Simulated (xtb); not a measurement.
## Property calculation, with input and output: CuPH₃F

The run: property calculation of CuPH₃F (Cu(PH3)F). Method and program: GFN1-xTB (xtb 6.7.1).

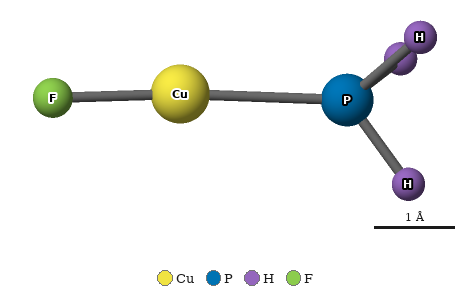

*The structure as given in the input (ball-and-stick view, seen on its broad side). Sticks mark near contacts.*

Bond lengths as drawn: Cu–F 1.63 Å, Cu–P 2.11 Å and H–P 1.31 to 1.43 Å.

## Input file (geo.gen)
```
6 C
 Cu P H F
   1  1      0.07774200     -0.09648200     -1.51000300
   2  2     -0.03611600     -0.03377900      0.59719100
   3  3      0.73931600     -0.84292100      1.42054200
   4  3     -1.09903600     -0.19447600      1.34676200
   5  3      0.46151000      1.03899800      1.40800500
   6  4      0.02092200     -0.03629500     -3.13939700
```

## File .CHRG
```
0
```

## File .UHF
```
0
```

Machine: 1 thread of Arm Neoverse V1, 24 GiB of memory available, shared host.

Launch command:
```bash
xtb geo.gen --lmo --gfn 1 -P 1 > run.log 2> xtb.err
```

## The program's output
```
* xtb version 6.7.1
   ID    Z sym.   atoms
    1   29 Cu     1
    2   15 P      2
    3    1 H      3-5
    4    9 F      6

           -------------------------------------------------
          |                Calculation Setup                |
           -------------------------------------------------

          program call               : xtb geo.gen --lmo --gfn 1 -P 1
          coordinate file            : geo.gen
          omp threads                :                     1

           -------------------------------------------------
          |                 G F N 1 - x T B                 |
           -------------------------------------------------

      * Hamiltonian:
        H0-scaling (s, p, d)           1.850000    2.250000    2.000000
        zeta-weighting                 0.000000
      * Dispersion:
        s8                             2.400000
        a1                             0.630000
        a2                             5.000000
        s9                             0.000000
      * Repulsion:
        kExp                           1.500000
        rExp                           1.000000
      * Coulomb:
        alpha                          2.000000
        third order                    atomic
        anisotropic                    false
      * Halogen bond correction:
        rad-scale                      1.300000
        damping                        0.440000

          ...................................................
          :                      SETUP                      :
          :.................................................:
          :  # basis functions                  30          :
          :  # atomic orbitals                  28          :
          :  # shells                           14          :
          :  # electrons                        26          :
          :  # halogen bonds                     0          :
          :  max. iterations                   250          :
          :  Hamiltonian                  GFN1-xTB          :
          :  restarted?                      false          :
          :  GBSA solvation                  false          :
          :  PC potential                    false          :
          :  electronic temp.          300.0000000     K    :
          :  accuracy                    1.0000000          :
          :  -> integral cutoff          0.2500000E+02      :
          :  -> integral neglect         0.1000000E-07      :
          :  -> SCF convergence          0.1000000E-05 Eh   :
          :  -> wf. convergence          0.2000000E-04 e    :
          :  Broyden damping             0.4000000          :
          :  net charge                          0          :
          :  unpaired electrons                  0          :
          ...................................................

 iter      E             dE          RMSdq      gap      omega  full diag
   1    -13.8801126 -0.138801E+02  0.815E+00    4.88       0.0  T
   2    -13.9308804 -0.507679E-01  0.494E+00    2.58       1.0  T
   3    -13.9089255  0.219550E-01  0.294E+00    4.41       1.0  T
   4    -13.9612913 -0.523658E-01  0.225E-01    3.39       1.0  T
   5    -13.9617466 -0.455354E-03  0.424E-02    3.30       1.0  T
   6    -13.9617373  0.936273E-05  0.336E-02    3.32       1.2  T
   7    -13.9617470 -0.978436E-05  0.151E-03    3.30      27.1  T
   8    -13.9617471 -0.842642E-08  0.626E-04    3.30      65.2  T
   9    -13.9617471 -0.104580E-08  0.190E-05    3.30    2144.2  T
  10    -13.9617471 -0.804690E-12  0.829E-06    3.30    4921.9  T

   *** convergence criteria satisfied after 10 iterations ***

         #    Occupation            Energy/Eh            Energy/eV
      -------------------------------------------------------------
         1        2.0000           -0.8094431             -22.0261
       ...           ...                  ...                  ...
         7        2.0000           -0.4568368             -12.4312
         8        2.0000           -0.4568223             -12.4308
         9        2.0000           -0.4058317             -11.0432
        10        2.0000           -0.4057913             -11.0421
        11        2.0000           -0.3955454             -10.7633
        12        2.0000           -0.3951014             -10.7513
        13        2.0000           -0.3802844             -10.3481 (HOMO)
        14                         -0.2589812              -7.0472 (LUMO)
        15                         -0.2436574              -6.6303
        16                         -0.1421986              -3.8694
        17                         -0.1387887              -3.7766
        18                         -0.1355169              -3.6876
       ...                                ...                  ...
        28                          1.6255976              44.2348
      -------------------------------------------------------------
                  HL-Gap            0.1213032 Eh            3.3008 eV
             Fermi-level           -0.3196328 Eh           -8.6977 eV

 localization/xTB-IFF output generation
 averaging CT terms over            1  occ. levels
 averaging CT terms over            1  virt. levels
 dipole moment (au) with gauge at origin
     X       Y       Z
  -0.0785  -0.0809   2.6585  total (Debye):    6.763
cpu  time for init local
 initialization of trafo matrix to unity
iteration     50  convergence  0.25854210D-02
iteration    100  convergence  0.17491013D-02
iteration    150  convergence  0.98219875D-03
iteration    200  convergence  0.48881200D-03
iteration    250  convergence  0.24755846D-03
iteration    300  convergence  0.13097454D-03
iteration    350  convergence  0.46766258D-04
iteration    400  convergence  0.36482933D-04
iteration    450  convergence  0.19385051D-04
iteration    500  convergence  0.59006673D-05
iteration    550  convergence  0.29464481D-05
iteration    600  convergence  0.11276340D-05

 converged in    629 iterations, threshold :   0.99740442D-06
 lmo centers(Z=2) and atoms on file <lmocent.coord>
 LMO Fii/eV  ncent    charge center   contributions...
    1 sigma -16.93   1.96  -1.48196  -0.27423   2.02572    2  P :  0.54    4  H :  0.47
    2 sigma -16.55   1.41  -0.01584  -0.07368   0.05175    2  P :  0.83    1  Cu:  0.17
    3 sigma -16.44   1.96   0.94149  -1.16297   2.10502    2  P :  0.53    3  H :  0.48
    4 sigma -16.31   1.97   0.55671   1.36126   2.07528    2  P :  0.53    5  H :  0.48
    5 LP    -14.55   1.02   0.00709  -0.03433  -7.38265    6  F :  0.99
    6 LP    -14.09   1.19  -0.94445   1.16541  -4.95455    6  F :  0.91    1  Cu:  0.09
    7 LP    -14.06   1.20  -0.52103  -1.61859  -5.04410    6  F :  0.91    1  Cu:  0.09
    8 LP    -14.04   1.20   1.67888   0.15072  -5.06540    6  F :  0.91    1  Cu:  0.09
    9 LP    -11.04   1.00   2.61135   0.33238  -2.41458    1  Cu:  1.00
   10 LP    -11.04   1.00   2.41537   0.92759  -2.42331    1  Cu:  1.00
   11 LP    -11.00   1.06   2.23166   0.97082  -2.33001    1  Cu:  0.97
   12 LP    -10.98   1.06   2.62524  -0.12246  -2.32732    1  Cu:  0.97
   13 LP    -10.67   0.99   2.38369   0.86315  -2.39964    1  Cu:  1.00
 files:
 coordprot.0/xtbscreen.xyz/xtblmoinfo/lmocent.coord
 with protonation site input, xtbdock and
 LMO center info written

 SCC (total)                   0 d,  0 h,  0 min,  0.009 sec
 SCC setup                      ...        0 min,  0.000 sec (  0.713%)
 Dispersion                     ...        0 min,  0.000 sec (  0.296%)
 classical contributions        ...        0 min,  0.000 sec (  0.064%)
 integral evaluation            ...        0 min,  0.001 sec ( 11.104%)
 iterations                     ...        0 min,  0.002 sec ( 17.864%)
 molecular gradient             ...        0 min,  0.001 sec ( 16.054%)
 printout                       ...        0 min,  0.005 sec ( 53.756%)

         :::::::::::::::::::::::::::::::::::::::::::::::::::::
         ::                     SUMMARY                     ::
         :::::::::::::::::::::::::::::::::::::::::::::::::::::
         :: total energy             -13.911001426805 Eh    ::
         :: gradient norm              0.090146855561 Eh/a0 ::
         :: HOMO-LUMO gap              3.300828183293 eV    ::
         ::.................................................::
         :: SCC energy               -13.961747058745 Eh    ::
         :: -> electrostatic           0.049817893924 Eh    ::
         :: repulsion energy           0.052237610920 Eh    ::
         :: dispersion energy         -0.001491978980 Eh    ::
         :: halogen bond corr.         0.000000000000 Eh    ::
         :: add. restraining           0.000000000000 Eh    ::
         :: total charge              -0.000000000000 e     ::
         :::::::::::::::::::::::::::::::::::::::::::::::::::::

           -------------------------------------------------
          |                Property Printout                |
           -------------------------------------------------

    * Orbital Energies and Occupations

         #    Occupation            Energy/Eh            Energy/eV
      -------------------------------------------------------------
         1        2.0000           -0.8094431             -22.0261
         2        2.0000           -0.7357980             -20.0221
         3        2.0000           -0.5581257             -15.1874
         4        2.0000           -0.5421148             -14.7517
         5        2.0000           -0.5281849             -14.3726
         6        2.0000           -0.4600228             -12.5179
         7        2.0000           -0.4568368             -12.4312
         8        2.0000           -0.4568223             -12.4308
         9        2.0000           -0.4058317             -11.0432
        10        2.0000           -0.4057913             -11.0421
        11        2.0000           -0.3955454             -10.7633
        12        2.0000           -0.3951014             -10.7513
        13        2.0000           -0.3802844             -10.3481 (HOMO)
        14                         -0.2589812              -7.0472 (LUMO)
        15                         -0.2436574              -6.6303
        16                         -0.1421986              -3.8694
        17                         -0.1387887              -3.7766
        18                         -0.1355169              -3.6876
        19                         -0.1318634              -3.5882
        20                         -0.1103280              -3.0022
        21                         -0.1075461              -2.9265
        22                          0.0193985               0.5279
        23                          0.0291007               0.7919
        24                          0.0705426               1.9196
       ...                                ...                  ...
        28                          1.6255976              44.2348
      -------------------------------------------------------------
                  HL-Gap            0.1213032 Eh            3.3008 eV
             Fermi-level           -0.3196328 Eh           -8.6977 eV

  Mulliken/CM5 charges         n(s)   n(p)   n(d)
     1      0.23019  0.45375   0.508  0.537  9.724
     2      0.01328 -0.37601   1.726  3.102  0.159
     3      0.05892  0.14423   0.941  0.000  0.000
     4      0.08235  0.18633   0.918  0.000  0.000
     5      0.05478  0.13144   0.945  0.000  0.000
     6     -0.43952 -0.53973   1.792  5.648  0.000

Wiberg/Mayer (AO) data.
largest (>0.10) Wiberg bond orders for each atom

 ---------------------------------------------------------------------------
     #   Z sym  total        # sym  WBO       # sym  WBO       # sym  WBO
 ---------------------------------------------------------------------------
     1  29      1.780 --     6      0.957     2      0.693
     2  15      3.531 --     3      0.943     5      0.938     4      0.935
                             1      0.693
     3   1      0.996 --     2      0.943
     4   1      0.993 --     2      0.935
     5   1      0.996 --     2      0.938
     6   9      0.993 --     1      0.957
 ---------------------------------------------------------------------------

Topologies differ in total number of bonds
Writing topology from bond orders to xtbtopo.mol

 dipole moment from electron density (au)
     X       Y       Z
  -0.0785  -0.0809   2.6585  total (Debye):    6.763

           -------------------------------------------------
          | TOTAL ENERGY              -13.911001426805 Eh   |
          | GRADIENT NORM               0.090146855561 Eh/α |
          | HOMO-LUMO GAP               3.300828183293 eV   |
           -------------------------------------------------

------------------------------------------------------------------------
------------------------------------------------------------------------
 total:
 *  cpu-time:     0 d,  0 h,  0 min,  0.014 sec
 * ratio c/w:     1.000 speedup
 SCF:
 *  cpu-time:     0 d,  0 h,  0 min,  0.009 sec
 * ratio c/w:     1.000 speedup
```

## File xtblmoinfo
```
6
29        0.1469110884       -0.1823245560       -2.8534921174  0.2301851700E+00
15       -0.0682493487       -0.0638330588        1.1285274341  0.1328485746E-01
 1        1.3971047595       -1.5928898347        2.6844353285  0.5891855516E-01
 1       -2.0768770411       -0.3675063778        2.5450113350  0.8234562293E-01
 1        0.8721275038        1.9634216640        2.6607438321  0.5478143101E-01
 9        0.0395368500       -0.0685876097       -5.9326005265 -0.4395156365E+00
   13    2.66089481   -0.25898117   -0.38028437  -13.96174706
 1       -1.4819608927       -0.2742314041        2.0257151127
 1       -0.0158394519       -0.0736803114        0.0517451055
 1        0.9414915442       -1.1629681587        2.1050167084
 1        0.5567148924        1.3612623215        2.0752804279
 2        0.0293965191       -0.0578835793       -6.3857402802
 2       -0.2679597437        0.3170375228       -5.6269593239
 2       -0.1356417537       -0.5529647470       -5.6549458504
 2        0.5518303514       -0.0000546396       -5.6616001129
 2        0.1466023326       -0.1810979247       -2.8515782356
 2        0.1517558098       -0.1868178844       -2.8512771130
 2        0.1334466189       -0.1920502931       -2.7018136978
 2        0.1562300324       -0.1765961647       -2.7141442299
 2        0.1451034695       -0.1804325432       -2.8308475018
  0.861826  0.001084  0.000189  0.000492  0.000334  0.136076
  0.174584  0.645784  0.063565  0.000129  0.095735  0.020203
```

## Standard error
```
normal termination of xtb
```

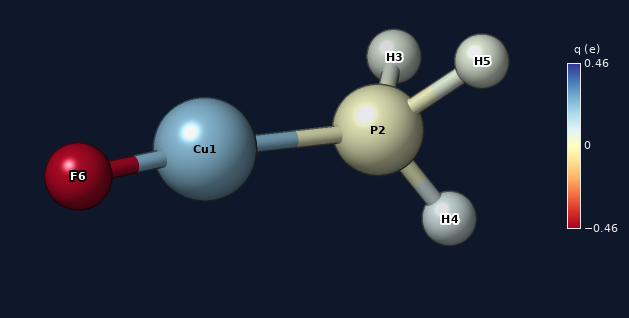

*Mulliken charges, as the colour of each atom (ball-and-stick view, seen at a tilt; atoms are numbered from 1 in the order of the input).*

By element: Cu +0.23, P +0.01, H +0.05 to +0.08 and F −0.44 e.

## Key numbers

- outcome: converged
- electrons treated: 26
- total energy: −13.911001 hartree
- dispersion energy: −0.001492 hartree
- basis functions: 30
- HOMO: −10.35 eV
- LUMO: −7.05 eV
- dipole moment: 6.76 D
- peak memory: 0.074 GiB
